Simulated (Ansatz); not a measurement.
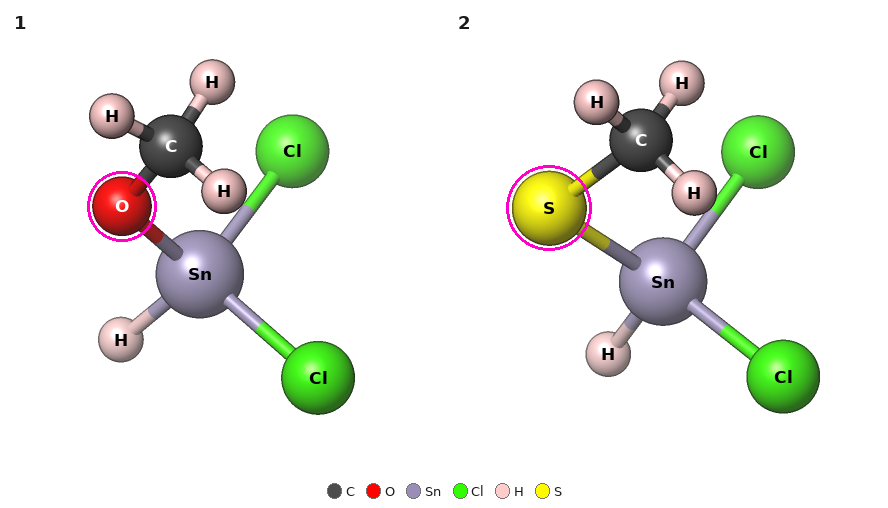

2 molecules with one skeleton, seen from the same side and at one scale; the atom that differs is circled. Charge 0, singlet. Computed geometries: PBE0-D4/def2-TZVP optimisations, one conformation each. Properties computed with Ansatz 0.2.0. Elements past Kr carry core potentials.

One atom differs, called X below: O in panel 1, S in panel 2. Their formulas are CH4Cl2OSn (`C[O][SnH]([Cl])[Cl]`), CH4Cl2SSn (`C[S][SnH]([Cl])[Cl]`).

Question: In which is the length of X–C larger (PBE0-D4/def2-TZVP)?

Answer: In panel 2 (X = S).

Question: In which is the HOMO energy (Kohn–Sham orbital) higher (ωB97M-V/def2-QZVPP)?

Answer: In panel 2 (X = S).

Give the values. With PBE0-D4/def2-TZVP: length of X–C (Å), length of X–Sn (Å), angle C–X–Sn (°). With ωB97M-V/def2-QZVPP: HOMO energy (Kohn–Sham orbital) (eV), HOMO–LUMO gap (eV). With r2SCAN-D4/def2-TZVPP: dipole moment (D).

```
                            quantity   1 (O)  2 (S)   2 − 1
                   length of X–C (Å)   1.414  1.819  +0.405
                  length of X–Sn (Å)   1.935  2.361  +0.426
                    angle C–X–Sn (°)   120.8   98.9   −21.9
HOMO energy (Kohn–Sham orbital) (eV)  −10.83  −9.74   +1.09
                  HOMO–LUMO gap (eV)   10.98   9.78   −1.20
                   dipole moment (D)    1.25   1.57   +0.32
```
